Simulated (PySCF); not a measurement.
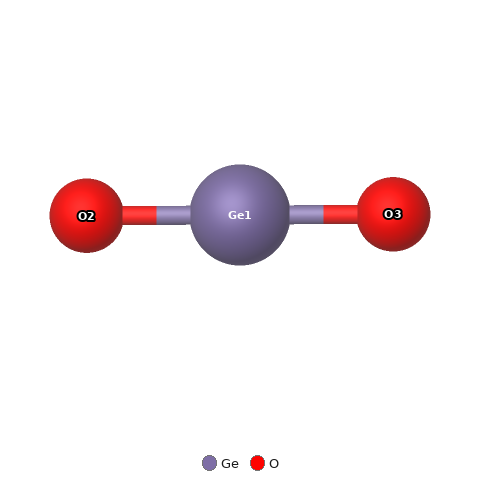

The molecule: GeO₂, singlet.

Unscaled harmonic wavenumbers and double-harmonic intensities, PBE0/def2-TZVP with PySCF 2.14.0, isolated molecule. The structure is the lowest of the points that a search from linear and bent starts found. Degenerate modes count as one line, with their intensities summed. Lorentzian lines of 5 cm⁻¹ full width. Close modes add up in the curve.

> Which lines are the most intense, and is the structure a minimum?

The most intense lines (point group D∞h) lie at 1100.8 cm⁻¹ (83.5 km/mol, σu+) and 215.9 cm⁻¹ (83.0 km/mol, πu). It has no imaginary mode, so it is a minimum.

| cm⁻¹ | km/mol | symmetry |
| --- | --- | --- |
| 215.9 | 83.0 | πu (×2) |
| 920.7 | 0.0 | σg+ |
| 1100.8 | 83.5 | σu+ |

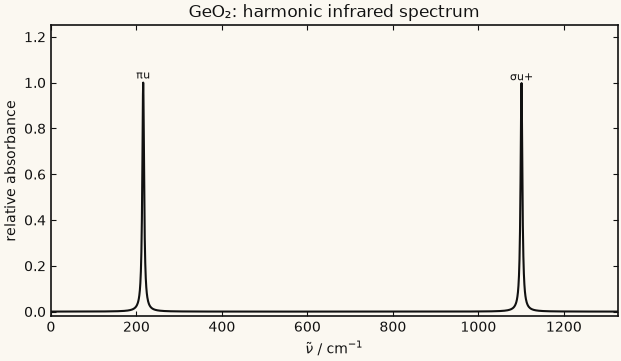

Caveats: no scalar relativity.
